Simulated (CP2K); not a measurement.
**C3H9B (SMILES BCCC): PM6**

Aim: the energy change on altering one bond length of C3H9B at PM6, from 2 runs. 

The results are computed with CP2K 2026.2.

2 further runs of the same task are left out: 1 that didn't finish, 1 set aside as unsound or not needed.

### 1 The structure to begin with

C3H9B: 13 atoms, total charge 0, spin state singlet. SMILES: `BCCC`. Geometry: relaxed at GFN2-xTB. This is one conformer, not always the lowest.

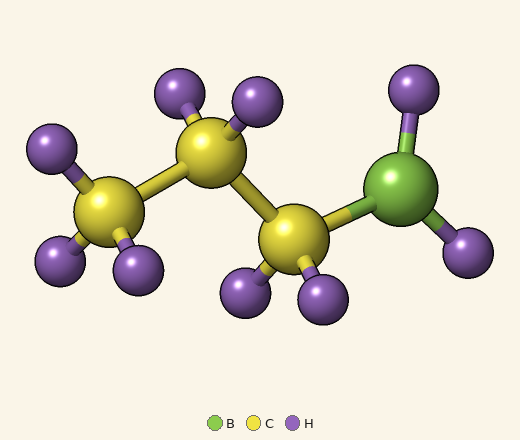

The structure, seen from a chosen angle (boron green, carbon yellow, hydrogen purple).

### 2 Energy and forces at PM6

Input file mol.inp:

```
&GLOBAL
 PROJECT_NAME mol
 RUN_TYPE ENERGY_FORCE
 PRINT_LEVEL MEDIUM
&END GLOBAL
&FORCE_EVAL
 METHOD Quickstep
 &DFT
  CHARGE 0
  MULTIPLICITY 1
  # Quickstep
  &QS
   METHOD PM6
   EPS_DEFAULT 1.0E-10
   &SE
    &COULOMB
     CUTOFF [angstrom] 50
     RC_RANGE [angstrom] 0
    &END COULOMB
    &EXCHANGE
     CUTOFF [angstrom] 50
     RC_RANGE [angstrom] 0
    &END EXCHANGE
   &END SE
  &END QS
  &POISSON
   PERIODIC NONE
   POISSON_SOLVER ANALYTIC
  &END POISSON
  # self-consistent field
  &SCF
   SCF_GUESS ATOMIC
   EPS_SCF 1.0E-07
   MAX_SCF 80
   ADDED_MOS 4
   &DIAGONALIZATION
    ALGORITHM STANDARD
   &END DIAGONALIZATION
   &MIXING
    METHOD DIRECT_P_MIXING
    ALPHA 0.4
   &END MIXING
  &END SCF
  &PRINT
   &MOMENTS
    PERIODIC F
    REFERENCE COM
    MAX_MOMENT 1
   &END MOMENTS
   &MO ON
    ENERGIES T
    OCCUPATION_NUMBERS T
    NDIGITS 6
    &EACH
     QS_SCF 0
    &END EACH
    ADD_LAST NUMERIC
   &END MO
   &HIRSHFELD OFF
   &END HIRSHFELD
  &END PRINT
 &END DFT
 &SUBSYS
  # vacuum box
  &CELL
   ABC [angstrom] 11.5 12.7 11
   PERIODIC NONE
  &END CELL
  &COORD
   SCALED T
   B    0.41350304   0.61983386   0.44272955
   C    0.46076130   0.50431024   0.45083773
   C    0.55192043   0.48126929   0.54867227
   C    0.58786478   0.36569134   0.54983045
   H    0.34694043   0.64112362   0.36612864
   H    0.44242391   0.68448031   0.51215227
   H    0.49566826   0.48056535   0.36231136
   H    0.38639261   0.45163386   0.46488500
   H    0.51704739   0.50250945   0.63768864
   H    0.62854217   0.53012598   0.53258591
   H    0.62426217   0.34297559   0.46232409
   H    0.51317435   0.31551969   0.56827864
   H    0.65305957   0.35125276   0.61953318
  &END COORD
 &END SUBSYS
 &PRINT
  &FORCES ON
  &END FORCES
 &END PRINT
&END FORCE_EVAL
```

Run with:

```bash
OMP_NUM_THREADS=1 cp2k.psmp -i mol.inp -o mol.out
```

The program printed:

```text
CP2K| version string:                                       CP2K version 2026.2
[...]
 GLOBAL| Method name                                                        CP2K
[...]
 GLOBAL| Run type                                                   ENERGY_FORCE
[...]
                             - Atoms:                                         13
[...]
                             - Spherical basis functions:                     25
[...]
 Number of electrons:                                                         24
[...]
     1 P_Mix/Diag. 0.40E+00    0.0     0.75285075       -12.7041304614 -1.27E+01
[...]
    20 DIIS/Diag.  0.55E-07    0.0     0.00000008       -20.0196893170 -1.42E-14
  *** SCF run converged in    20 steps ***
  Core-core repulsion energy [eV]:                           1554.68264188979879
  Core Hamiltonian energy [eV]:                              -843.28804499314367
  Two-electron integral energy [eV]:                        -2512.31609518142295
  Electronic energy [eV]:                                   -2099.44609258385526
  Total energy [eV]:                                         -544.76345069405636
  Atomic reference energy [eV]:                               544.81423545872417
  Heat of formation [kcal/mol]:                                 1.17112458754263
[...]
 SE_DIPOLE| Moment [Debye]         -0.01928462       0.53932865       0.11484702
 SE_DIPOLE| Derivative [a.u.]       0.00000000       0.00000000       0.00000000
 ENERGY| Total FORCE_EVAL ( QS ) energy [hartree]            -20.019689317006272
 FORCES| Atomic forces [hartree/bohr]
 FORCES|   Atom     x               y               z               |f|
 FORCES|      1  5.24571556E-03 -9.71361434E-03  2.87268279E-03   1.14071969E-02
 FORCES|      2  3.92169071E-03 -1.51511031E-03  3.86246389E-03   5.70910191E-03
 FORCES|      3 -6.28469724E-03  4.74034077E-03 -5.73089342E-03   9.73711402E-03
 FORCES|      4 -1.47248473E-03  1.68088394E-03 -1.04325042E-03   2.46616171E-03
 FORCES|      5 -4.87258759E-03 -4.85082102E-05 -6.28243262E-03   7.95068692E-03
 FORCES|      6  3.47552595E-03  3.81366361E-03  5.61544377E-03   7.62604219E-03
 FORCES|      7  7.36467464E-05  1.79576214E-03 -7.42327918E-03   7.63775224E-03
 FORCES|      8 -7.95034317E-03 -7.50866934E-04 -6.98967350E-04   8.01625306E-03
 FORCES|      9 -1.60225342E-03  3.57810424E-03  7.89175160E-03   8.81191178E-03
 FORCES|     10  6.53484349E-03  5.79667010E-03  5.49665702E-04   8.75258225E-03
 FORCES|     11  1.99924964E-03 -3.15334184E-03 -2.79686493E-03   4.66508492E-03
 FORCES|     12 -1.83850360E-03 -4.27742895E-03  7.22880466E-04   4.71158679E-03
 FORCES|     13  2.77019767E-03 -1.94655422E-03  2.46079971E-03   4.18552310E-03
[...]
```

Wall time 0.24 s (1 thread of Arm Neoverse V2, shared host).

### 3 The distorted shape at the same level

Input file job.inp:

```
&GLOBAL
   PROJECT job
   RUN_TYPE ENERGY_FORCE
   PRINT_LEVEL MEDIUM
&END GLOBAL

&FORCE_EVAL
   METHOD Quickstep
   &DFT
      CHARGE 0
      MULTIPLICITY 1
      # Quickstep
      &QS
         METHOD PM6
         EPS_DEFAULT 1.0E-10
         &SE
            &COULOMB
               CUTOFF [angstrom] 50
               RC_RANGE [angstrom] 0
            &END COULOMB
            &EXCHANGE
               CUTOFF [angstrom] 50
               RC_RANGE [angstrom] 0
            &END EXCHANGE
         &END SE
      &END QS
      &POISSON
         PERIODIC NONE
         POISSON_SOLVER ANALYTIC
      &END POISSON
      &SCF
         SCF_GUESS ATOMIC
         EPS_SCF 1.0E-07
         MAX_SCF 80
         ADDED_MOS 4
         &DIAGONALIZATION
            ALGORITHM STANDARD
         &END DIAGONALIZATION
         &MIXING
            METHOD DIRECT_P_MIXING
            ALPHA 0.4
         &END MIXING
      &END SCF
      &PRINT
         &MOMENTS
            PERIODIC F
            REFERENCE COM
            MAX_MOMENT 1
         &END MOMENTS
         &MO ON
            ENERGIES T
            OCCUPATION_NUMBERS T
            NDIGITS 6
            &EACH
               QS_SCF 0
            &END EACH
            ADD_LAST NUMERIC
         &END MO
         &HIRSHFELD OFF
         &END HIRSHFELD
      &END PRINT
   &END DFT
   # atoms, cell and kinds
   &SUBSYS
      # vacuum box
      &CELL
         ABC [angstrom] 11.5 13.3 11
         PERIODIC NONE
      &END CELL
      &COORD
         SCALED T
         B    0.41350304   0.63838165   0.44272955
         C    0.46076130   0.52806962   0.45083773
         C    0.55192043   0.50606812   0.54867227
         C    0.58786478   0.39570421   0.54983045
         H    0.34694043   0.65871098   0.36612864
         H    0.44242391   0.70011173   0.51215227
         H    0.49566826   0.50539594   0.36231136
         H    0.38639261   0.47776962   0.46488500
         H    0.51704739   0.52635008   0.63768864
         H    0.62854217   0.55272075   0.53258591
         H    0.62426217   0.37401323   0.46232409
         H    0.43848487   0.29988827   0.58672655
         H    0.65305957   0.38191699   0.61953318
      &END COORD
   &END SUBSYS
   &PRINT
      &FORCES ON
      &END FORCES
   &END PRINT
&END FORCE_EVAL
```

Run with:

```bash
OMP_NUM_THREADS=1 cp2k.psmp -i job.inp -o job.out
```

The program printed:

```text
CP2K| version string:                                       CP2K version 2026.2
[...]
 GLOBAL| Method name                                                        CP2K
[...]
 GLOBAL| Run type                                                   ENERGY_FORCE
[...]
                             - Atoms:                                         13
[...]
                             - Spherical basis functions:                     25
[...]
 Number of electrons:                                                         24
[...]
     1 P_Mix/Diag. 0.40E+00    0.0     0.74386654       -12.8978082585 -1.29E+01
[...]
    21 DIIS/Diag.  0.37E-07    0.0     0.00000004       -19.8254450487 -7.11E-14
  *** SCF run converged in    21 steps ***
  Core-core repulsion energy [eV]:                           1516.70293503538983
  Core Hamiltonian energy [eV]:                              -833.92702641239418
  Two-electron integral energy [eV]:                        -2444.50740794204421
  Electronic energy [eV]:                                   -2056.18073038341618
  Total energy [eV]:                                         -539.47779534802635
  Atomic reference energy [eV]:                               544.81423545872417
  Heat of formation [kcal/mol]:                               123.06124217493031
[...]
 SE_DIPOLE| Moment [Debye]          0.34011774       0.76337588       0.00798891
 SE_DIPOLE| Derivative [a.u.]       0.00000000       0.00000000       0.00000000
 ENERGY| Total FORCE_EVAL ( QS ) energy [hartree]            -19.825445048728920
 FORCES| Atomic forces [hartree/bohr]
 FORCES|   Atom     x               y               z               |f|
 FORCES|      1  5.31952456E-03 -1.00802971E-02  2.79951355E-03   1.17365671E-02
 FORCES|      2  4.04451586E-03 -5.67067201E-04  3.88338118E-03   5.63562980E-03
 FORCES|      3 -1.63573258E-02 -1.96193400E-02 -2.38567317E-03   2.56548640E-02
 FORCES|      4 -3.16147963E-02 -1.18539809E-02  5.54318924E-03   3.42160658E-02
 FORCES|      5 -4.92900513E-03  8.49935139E-05 -6.25632619E-03   7.96516998E-03
 FORCES|      6  3.42459398E-03  3.90361046E-03  5.57498606E-03   7.61882459E-03
 FORCES|      7  7.60387724E-05  1.59569390E-03 -7.35467506E-03   7.52617208E-03
 FORCES|      8 -7.51611485E-03 -1.23699071E-03 -3.57448455E-04   7.62560803E-03
 FORCES|      9 -1.51114366E-03  3.54019128E-03  7.63608315E-03   8.55139025E-03
 FORCES|     10  7.76750206E-03  4.00792880E-03  4.80038269E-04   8.75374310E-03
 FORCES|     11 -1.31337177E-02 -1.10551094E-02  3.83591813E-03   1.75904591E-02
 FORCES|     12  6.78632542E-02  5.13447917E-02 -1.62092790E-02   8.66282265E-02
 FORCES|     13 -1.34333261E-02 -1.00644243E-02  2.81029225E-03   1.70189491E-02
[...]
```

Run time: 0.22 s. Hardware: 1 thread of Arm Neoverse V2, shared host.

### 4 What came out

Level: PM6.

| quantity | value |
| --- | --- |
| first shape: total energy | -20.01969 Eh |
| first shape: dipole moment | 0.55 D |
| first shape: HOMO energy | -10.88 eV |
| first shape: LUMO energy | 0.15 eV |
| first shape: HOMO–LUMO gap | 11.03 eV |
| first shape: heat of formation at this unrelaxed shape | 1.2 kcal/mol |
| first shape: largest force on an atom | 0.587 eV/Å |
| distorted shape: total energy | -19.82545 Eh |
| distorted shape: dipole moment | 0.84 D |
| distorted shape: HOMO energy | -8.47 eV |
| distorted shape: LUMO energy | 0.06 eV |
| distorted shape: HOMO–LUMO gap | 8.53 eV |
| distorted shape: heat of formation at this unrelaxed shape | 123.1 kcal/mol |
| distorted shape: largest force on an atom | 4.455 eV/Å |
| energy change with the C4–H12 bond stretched from 1.089 to 2.177 Å | 5.286 eV |

In words: One bond (distorted shape) is far stretched, which a spin-restricted single reference describes badly. With the C4–H12 bond stretched from 1.089 to 2.177 Å the energy rises by 5.29 eV (510 kJ/mol). The first shape isn't relaxed at this level, so the change isn't measured from a minimum. A restricted reference can't describe the breaking bond well at this length. The largest force (first shape) is 0.59 eV/Å: the shape isn't a stationary point for this species at this level.
